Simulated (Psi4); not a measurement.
# CHBClN (SMILES N#CBCl): TPSSh/6-311+G(d,p)

What is the vertical ionisation energy of CHBClN at TPSSh/6-311+G**? 

The results are computed with Psi4 1.11.

3 further runs of the same task are left out: 1 that didn't finish, 2 set aside as unsound or not needed.

### 1 The structure to begin with

The species is CHBClN (5 atoms), meant as a singlet with charge 0. SMILES: `N#CBCl`. The shape is that of a PBE0-D4/def2-TZVP optimisation.

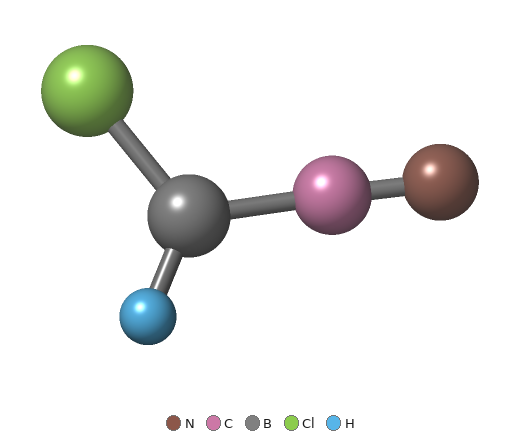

The structure, seen from a chosen angle (nitrogen brown, carbon pink, boron grey, chlorine green, hydrogen blue).

### 2 Energy and gradient at TPSSh/6-311+G(d,p)

job.json

```json
{
  "schema_name": "qcschema_input",
  "schema_version": 1,
  "molecule": {
    "schema_name": "qcschema_molecule",
    "schema_version": 2,
    "symbols": ["N", "C", "B", "Cl", "H"],
    "geometry": [1.99025955, -2.66659253, 2.30206437, 0.97018539, -1.19222821, 1.06618348, -0.33372563, 0.81201532, -0.55425667, -3.01316831, 0.00982658, -2.22269587, 0.48074633, 2.89789501, -0.66934099],
    "molecular_charge": 0,
    "molecular_multiplicity": 1,
    "fix_symmetry": "c1",
    "fix_com": true,
    "fix_orientation": true
  },
  "driver": "gradient",
  "model": {
    "method": "tpssh",
    "basis": "6-311+G**"
  },
  "keywords": {
    "puream": true,
    "e_convergence": 1e-09,
    "d_convergence": 1e-08,
    "scf_type": "pk",
    "dft_radial_points": 99,
    "dft_spherical_points": 590
  }
}
```

Run with:

```
$ psi4 --qcschema job.json -n 1 --memory 1600MB
```

stdout:

```text
[...]
  Running in c1 symmetry.
[...]
  Nuclear repulsion =  106.510896853692174
[...]
  Multiplicity = 1
[...]
  Nalpha       = 18
  Nbeta        = 18
[...]
    Number of basis functions: 102
[...]
   @RKS iter   1:  -578.36060585688813   -4.30104e-01   6.27066e-03 ADIIS/DIIS
[...]
   @RKS iter  12:  -578.59008927772254   -1.70530e-12   2.12412e-09 DIIS
[...]
    Orbital Energies [Eh]
    ---------------------
    Doubly Occupied:
       1A   -101.434802     2A    -14.281127     3A    -10.153781
       4A     -9.425514     5A     -7.173034     6A     -7.168921
       7A     -7.165255     8A     -6.798843     9A     -0.913508
      10A     -0.860633    11A     -0.605122    12A     -0.472597
      13A     -0.436380    14A     -0.387042    15A     -0.374696
      16A     -0.354325    17A     -0.348045    18A     -0.329483
[...]
  @RKS Final Energy:  -578.59008927772254
   => Energetics <=
    Nuclear Repulsion Energy =            106.5108968536921736
    One-Electron Energy =               -1005.1008368866613409
    Two-Electron Energy =                 360.6354848667058945
    DFT Exchange-Correlation Energy =     -40.6356341114592681
    Empirical Dispersion Energy =           0.0000000000000000
    VV10 Nonlocal Energy =                  0.0000000000000000
    Total Energy =                       -578.5900892777224271
[...]
 Multipole Moments:
 ------------------------------------------------------------------------------------
     Multipole            Electronic (a.u.)      Nuclear  (a.u.)        Total (a.u.)
 ------------------------------------------------------------------------------------
 L = 1.  Multiply by 2.5417464519 to convert [e a0] to [Debye]
 Dipole X            :         32.2699126          -32.6588139           -0.3889013
 Dipole Y            :         19.4332895          -18.6944935            0.7387960
 Dipole Z            :         18.1840720          -18.7149027           -0.5308306
 Magnitude           :                                                    0.9893659
[...]
  -Total Gradient:
     Atom            X                  Y                   Z
    ------   -----------------  -----------------  -----------------
       1       -0.009558640620     0.013663699875    -0.011531430276
       2        0.008455516660    -0.012159830269     0.010223562535
       3       -0.006065847918    -0.004797562626    -0.002761791210
       4        0.006492250131     0.001737778247     0.004109397109
       5        0.000679100542     0.001550681220    -0.000036249993
[...]
```

The result, in JSON:

```text
{
 "driver": "gradient",
 "model": {
  "method": "tpssh",
  "basis": "6-311+G**"
 },
 "success": true,
 "return_result": [-0.009558640620291381, 0.01366369987479299, -0.011531430275632804, 0.008455516659582607, -0.012159830268900051, 0.010223562534837194, -0.006065847918166778, -0.004797562625657351, -0.0027617912098001594, 0.006492250131258759, 0.001737778247290163, 0.004109397108510798, 0.0006791005421197815, 0.0015506812197584596, -3.624999262635299e-05],
 "properties": {
  "calcinfo_nbasis": 102,
  "calcinfo_nmo": 102,
  "calcinfo_nalpha": 18,
  "calcinfo_nbeta": 18,
  "calcinfo_natom": 5,
  "nuclear_repulsion_energy": 106.51089685369217,
  "return_energy": -578.5900892777225,
  "return_gradient": [-0.009558640620291381, 0.01366369987479299, -0.011531430275632804, 0.008455516659582607, -0.012159830268900051, 0.010223562534837194, -0.006065847918166778, -0.004797562625657351, -0.0027617912098001594, 0.006492250131258759, 0.001737778247290163, 0.004109397108510798, 0.0006791005421197815, 0.0015506812197584596, -3.624999262635299e-05],
  "scf_one_electron_energy": -1005.1008368866613,
  "scf_two_electron_energy": 360.6354848667059,
  "scf_xc_energy": -40.63563411145927,
  "scf_dipole_moment": [-0.38890132210626405, 0.7387959859820796, -0.5308306471626558],
  "scf_total_energy": -578.5900892777225,
  "scf_total_gradient": [-0.009558640620291381, 0.01366369987479299, -0.011531430275632804, 0.008455516659582607, -0.012159830268900051, 0.010223562534837194, -0.006065847918166778, -0.004797562625657351, -0.0027617912098001594, 0.006492250131258759, 0.001737778247290163, 0.004109397108510798, 0.0006791005421197815, 0.0015506812197584596, -3.624999262635299e-05],
  "scf_iterations": 12
 }
}
```

Run time: 73 s. Hardware: 1 thread of AMD EPYC 7R43 (Zen 3), shared host; peak memory 0.7 GiB.

### 3 The doublet cation at the same level

calc.py

```python
import psi4

psi4.set_memory(1600000000)
psi4.set_num_threads(1)
psi4.set_output_file('run.log', False)

molecule = psi4.geometry("""
1 2
N      1.053200    -1.411100     1.218200
C      0.513400    -0.630900     0.564200
B     -0.176600     0.429700    -0.293300
Cl    -1.594500     0.005200    -1.176200
H      0.254400     1.533500    -0.354200
units angstrom
symmetry c1
""")

options = {'reference': 'uks', 'puream': True, 'e_convergence': 1e-09, 'd_convergence': 1e-08, 'scf_type': 'pk', 'dft_radial_points': 99, 'dft_spherical_points': 590, 'maxiter': 200}
psi4.set_options(options)

E, wfn = psi4.gradient("tpssh/6-311+G**", molecule=molecule, return_wfn=True)
psi4.oeprop(wfn, "WIBERG_LOWDIN_INDICES", "QUADRUPOLE", "MAYER_INDICES")
print('gradient / Eh bohr^-1')
print(E.np.round(6))
print(f'energy = {wfn.energy():.10f} Eh')
```

Run with:

```
$ python calc.py
```

run.log (excerpt; [...] marks lines left out):

```text
[...]
  Running in c1 symmetry.
[...]
  Nuclear repulsion =  106.510896882930652
[...]
  Multiplicity = 2
[...]
  Nalpha       = 18
  Nbeta        = 17
[...]
    Number of basis functions: 102
[...]
   @UKS iter   1:  -577.81072066765444    1.19781e-01   7.06369e-03 DIIS/ADIIS
[...]
   @UKS iter  21:  -578.15169945646812   -4.09273e-12   5.76392e-09 DIIS
[...]
   @S^2 Observed:                7.553391261E-01
[...]
  @UKS Final Energy:  -578.15169945646812
   => Energetics <=
    Nuclear Repulsion Energy =            106.5108968829306519
    One-Electron Energy =                -995.4077784692467503
    Two-Electron Energy =                 351.0536232499338780
    DFT Exchange-Correlation Energy =     -40.3084411200857744
    Empirical Dispersion Energy =           0.0000000000000000
    VV10 Nonlocal Energy =                  0.0000000000000000
    Total Energy =                       -578.1516994564678953
[...]
  -Total Gradient:
     Atom            X                  Y                   Z
    ------   -----------------  -----------------  -----------------
       1       -0.012480557468     0.022138634275    -0.016506837994
       2        0.003627349287    -0.029317064031     0.012522527337
       3        0.015745027604     0.029605040789     0.001402498022
       4       -0.002637864420    -0.009854961869     0.001416732426
       5       -0.004252585371    -0.012576753665     0.001167796183
[...]
 Multipole Moments:
 ------------------------------------------------------------------------------------
     Multipole            Electronic (a.u.)      Nuclear  (a.u.)        Total (a.u.)
 ------------------------------------------------------------------------------------
 L = 1.  Multiply by 2.5417464519 to convert [e a0] to [Debye]
 Dipole X            :         -1.5495794            1.3957032           -0.1538762
 Dipole Y            :          0.2713172            0.7599187            1.0312358
 Dipole Z            :         -1.2129262            0.7534152           -0.4595110
 Magnitude           :                                                    1.1394190
 L = 2.  Multiply by 1.3450342976 to convert [e a0^2] to [Debye ang]
 Quadrupole XX       :       -174.8003423          158.9359713          -15.8643710
 Quadrupole XY       :         62.2030337          -61.4857101            0.7173236
[...]
```

Standard output:

```text
gradient / Eh bohr^-1
[[-0.012481  0.022139 -0.016507]
 [ 0.003627 -0.029317  0.012523]
 [ 0.015745  0.029605  0.001402]
 [-0.002638 -0.009855  0.001417]
 [-0.004253 -0.012577  0.001168]]
energy = -578.1516994565 Eh
```

Wall time 3.3 min (1 thread of AMD EPYC 7R43 (Zen 3), shared host); peak memory 0.7 GiB.

### 4 Summary of results

Level: TPSSh/6-311+G**.

```
                                          quantity          value
                      singlet CHBClN: total energy  -578.59009 Eh
                     singlet CHBClN: dipole moment         2.51 D
                       singlet CHBClN: HOMO energy       -8.97 eV
                       singlet CHBClN: LUMO energy       -3.64 eV
                     singlet CHBClN: HOMO–LUMO gap        5.33 eV
          singlet CHBClN: largest force on an atom     1.043 eV/Å
                      doublet cation: total energy  -578.15170 Eh
doublet cation: HOMO energy (highest over α and β)      -15.68 eV
 doublet cation: LUMO energy (lowest over α and β)      -14.81 eV
                              doublet cation: ⟨S²⟩          0.755
          doublet cation: largest force on an atom     1.726 eV/Å
vertical ionisation energy (to the doublet cation)      11.929 eV
```

The vertical ionisation energy comes to 11.93 eV (275 kcal/mol). The largest force (singlet CHBClN) is 1.04 eV/Å: the shape isn't a stationary point for this species at this level. −ε(HOMO) before ionisation, 8.97 eV, is 2.96 eV below this ionisation energy.
